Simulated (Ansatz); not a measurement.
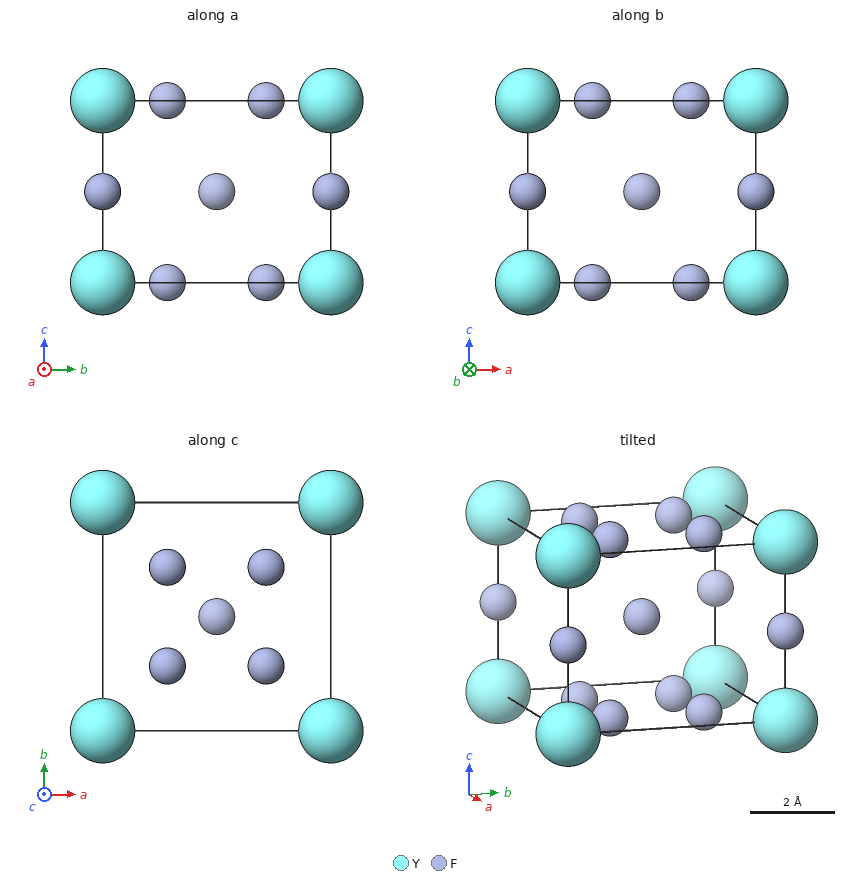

Spheres-only drawing of the structure, looking along the a axis, along the b axis, along the c axis and slightly off an axis. One conventional unit cell is outlined, and atoms on its boundary appear in each equivalent place.

Lattice parameters: a = 5.4600 Å, b = 5.4600 Å, c = 4.3537 Å, α = 90.000°, β = 90.000°, γ = 90.000°.

Convert the drawing into a CIF in P1 with every atom of the cell, with free fractional coordinates to two decimals.

Answer.
```cif
data_structure
_symmetry_space_group_name_H-M 'P 1'
_symmetry_Int_Tables_number 1
_cell_length_a 5.4600
_cell_length_b 5.4600
_cell_length_c 4.3537
_cell_angle_alpha 90.000
_cell_angle_beta 90.000
_cell_angle_gamma 90.000
_cell_volume 129.79
loop_
_atom_site_label
_atom_site_type_symbol
_atom_site_fract_x
_atom_site_fract_y
_atom_site_fract_z
_atom_site_occupancy
Y1 Y 0.00 0.00 0.00 1
F1 F 0.00 0.00 0.50 1
F2 F 0.50 0.50 0.50 1
F3 F 0.28 0.28 0.00 1
F4 F 0.72 0.72 0.00 1
F5 F 0.28 0.72 0.00 1
F6 F 0.72 0.28 0.00 1
```

Origin of the cell: a structure type filled with these elements by a generator (whether the compound takes this form wasn't checked). The final geometry of a relaxation with Ansatz, DFT PBE, scalar-relativistic, plane waves, PAW is shown.
